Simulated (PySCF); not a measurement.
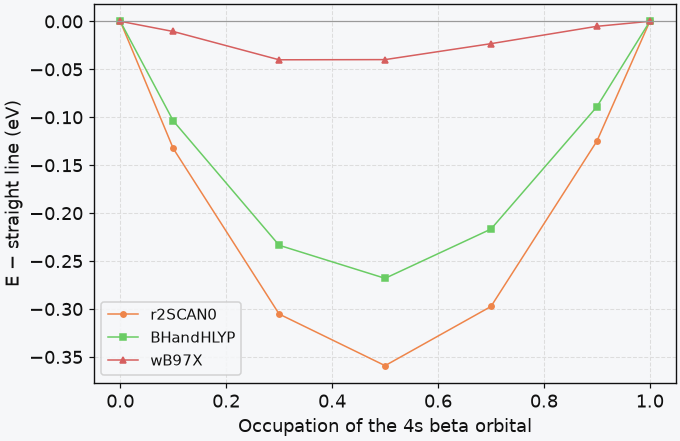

One 4s beta orbital of Cu⁻ ([Ar] 3d¹⁰ 4s²) is emptied in steps. The plot gives the energy less the straight line between the integer ends. PySCF, aug-pcseg-2, non-relativistic, unrestricted single determinants, no spin-orbit coupling.

Q: Describe the curvature of each method.

A: r2SCAN0: convex (delocalisation error), largest departure −0.36 eV, removal energy 0.9632 eV; BHandHLYP: convex (delocalisation error), largest departure −0.27 eV, removal energy 0.8769 eV; wB97X: S-shaped, concave at low filling and convex at high, largest departure −0.040 eV, removal energy 1.261 eV. The measured removal energy is 1.235 eV. The exact energy is a straight line between whole electron numbers.
